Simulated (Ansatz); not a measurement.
**FH3Si···H2···HF: density, localisation and related maps**

Input file:

```
crystal:
  periodic: [false, false, false]
  atoms:
    - {symbol: Si, position_ang: [-1.155139, 0.006990, -1.128122]}
    - {symbol: H, position_ang: [0.818745, -1.562493, 2.321348]}
    - {symbol: H, position_ang: [-1.109886, -1.012038, -0.058535]}
    - {symbol: H, position_ang: [-0.972557, -0.596948, -2.465641]}
    - {symbol: H, position_ang: [-2.393169, 0.813199, -1.062162]}
    - {symbol: H, position_ang: [1.437211, 1.169868, 0.258267]}
    - {symbol: F, position_ang: [0.085744, 1.018925, -0.888182]}
    - {symbol: H, position_ang: [1.203165, -0.959719, 2.103176]}
    - {symbol: F, position_ang: [2.085987, 1.122316, 0.919952]}
basis:
  gaussian: {orbitals: def2-TZVPP}
hamiltonian: {xc: pbe0, dispersion: d4}
output: {orbitals: {seedname: orbitals}}
```

Launched as:

```sh
ansatz run in.yaml --threads 2 --pin off --events-out ev --progress --plain --max-ram 4352MiB
```

The product side of a reaction path; geometry: PBE0-D4/def2-TZVP.

Level of theory: Ansatz 0.2.0, RKS PBE0-D4/def2-TZVPP.

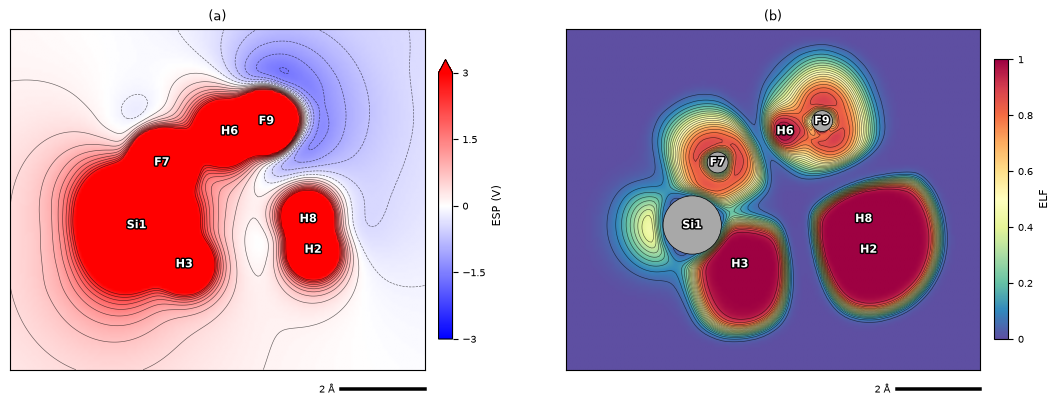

Figure 1. (a) electrostatic potential; (b) ELF on the plane of atoms H3, Si1 and F7. Grey discs cover the atomic cores in the ELF map.

Q: What do the fields say about this system?

A: Atoms in the plane: Si, H and F. F7···H6 (1.78 Å): the ELF dips to about 0.10 between them: by its geometry a hydrogen bond between the two molecules, with no shared pair. Si–F (1.62 Å): the ELF peaks at about 0.85 in the valence shell of F, 0.6 Å from its nucleus, and is about 0.55 at the midpoint. H–H (0.75 Å): the ELF is about 1 at the midpoint. F–H (0.93 Å): the ELF climbs to about 1 towards the hydrogen, as it does in any bond to H: an ordinary covalent bond to hydrogen. Si–H (1.48 Å): the ELF climbs to about 1 towards the hydrogen. The ELF also peaks beside F7 and F9, away from the bonds: lone-pair regions. Outside the dense part of the complex the potential is most negative (−1.6 V) near F9.

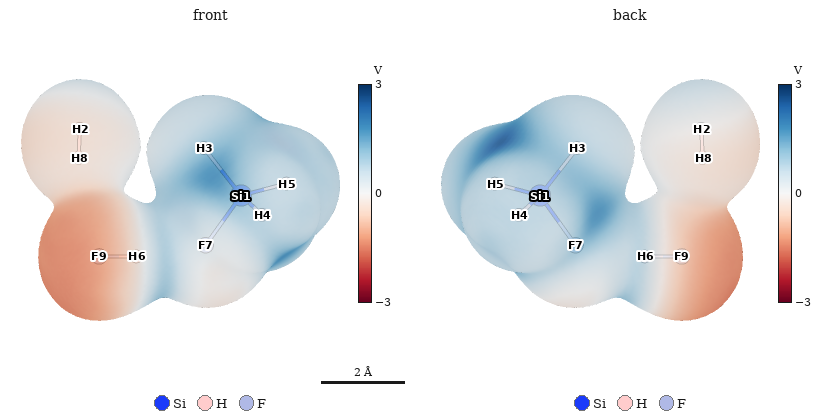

Figure 2. The electrostatic potential painted on the density surface at 0.002 e/bohr³, seen from the front and from behind; red is negative and blue positive.

Q: Describe the electrostatic potential map.

A: The most negative region (about −1.4 V) lies over F9, the most positive (about +2.4 V) over Si1.

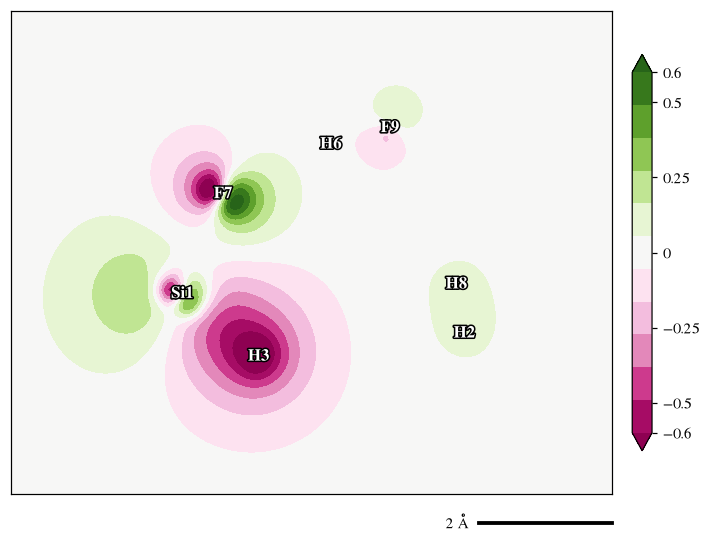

Figure 3. The HOMO on the plane of atoms H3, Si1 and F7 (values in Å⁻³ᐟ²; the overall sign is arbitrary).

Q: Describe this orbital and give its energy.

A: By Hirshfeld shares it lies mainly on Si1 (about 35 %), H3 (about 35 %), F7 (about 10 %), H4 (about 10 %) and H5 (about 10 %). Its energy is −10.31 eV.
